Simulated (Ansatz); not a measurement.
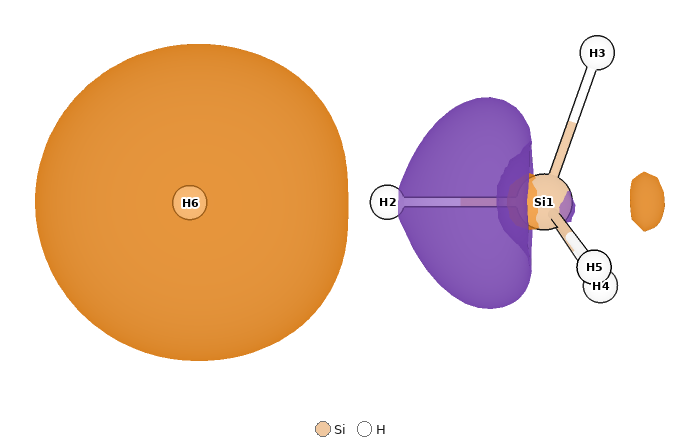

*SiH₄···H (doublet). One frontier orbital at ±0.1 Å⁻³ᐟ² (orange and purple are the two phases), seen across its widest extent.*

Not at a stationary point (largest force 0.5 eV/Å).

Computed with Ansatz, UKS r2SCAN-D4/def2-SVP.

```xyz
6

Si    0.0003    0.0000   -0.0662
H     0.0001    0.0000    1.4104
H     1.4065    0.0000   -0.5643
H    -0.7027    1.2178   -0.5645
H    -0.7027   -1.2178   -0.5645
H    -0.0001    0.0000    3.2704
```

> Which orbital is it: HOMO (β) or LUMO (β)?

The LUMO (β), at −2.42 eV. Its weight (Hirshfeld) is mainly on H6 (about 75 %), Si1 (about 10 %) and H2 (about 10 %).
